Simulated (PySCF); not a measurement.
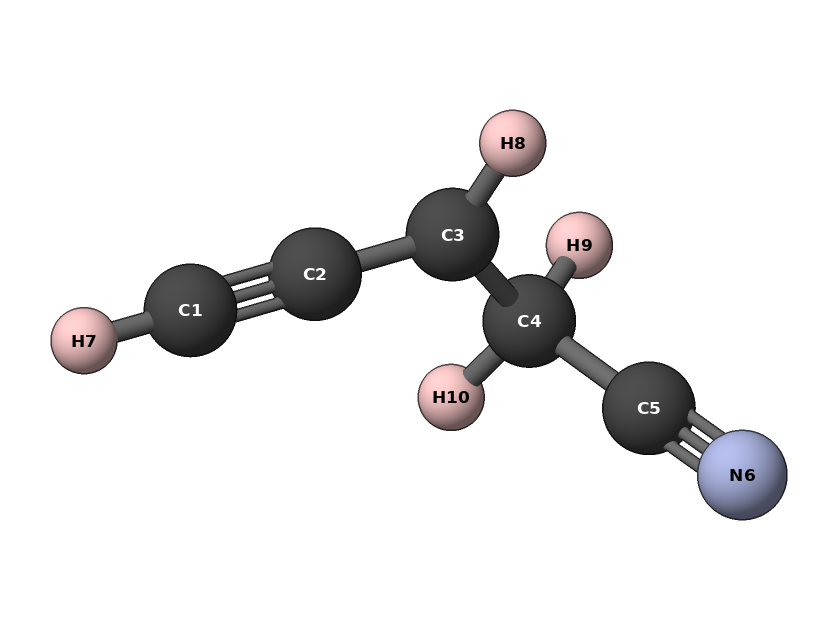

The questions are on Mulliken spin populations. The species is neutral and a spin doublet. The geometry was computed by an optimisation with GFN2-xTB. No frequency run is at hand to confirm it as a minimum. Method: UKS B3LYP, pcH-1 on C H N, non-relativistic (PySCF 2.14.0).

List the Mulliken spin populations.

| atom | value (e) |
| --- | --- |
| C1 | 0.56 |
| C2 | −0.27 |
| C3 | 0.77 |
| C4 | −0.05 |
| C5 | 0.02 |
| N6 | 0.02 |
| H7 | −0.02 |
| H8 | −0.03 |
| H9 | 0.02 |
| H10 | 0.00 |

Mulliken values depend strongly on the basis set.
